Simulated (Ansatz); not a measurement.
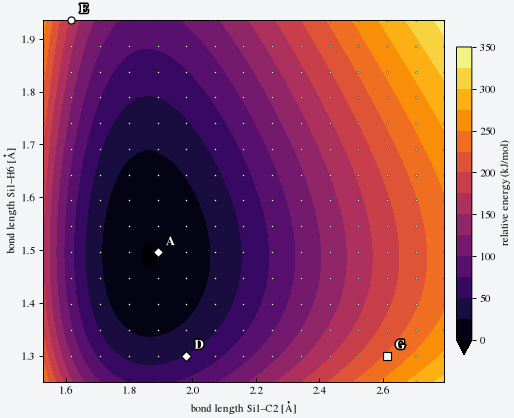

CH₆BNSi, SMILES [SiH3]C1BN1. The first coordinate is: bond length Si1–C2; the second: bond length Si1–H6. Nothing is relaxed (all other coordinates rigid). Grid: 15 × 15 points. Points are written as (first, second). Energies: kJ/mol, counted from the lowest grid point. The reference is spin-restricted, which grows unreliable where a bond is stretched far. Method: Ansatz 0.2.0, RKS PBE0-D4/def2-TZVP.

In the figure: filled contours, dots at the grid points, lettered points. Between grid points the surface is interpolated.

Rank the lettered points by energy, lowest first.

Answer. A (0 kJ/mol), D (50 kJ/mol), E (168 kJ/mol), G (228 kJ/mol).

What kind of point is each of A, D, G: minimum, saddle, maximum or slope?

Answer. A: minimum; D: on a slope; G: on a slope. (In these two coordinates alone; a stationary point may lie a little off the grid point.)
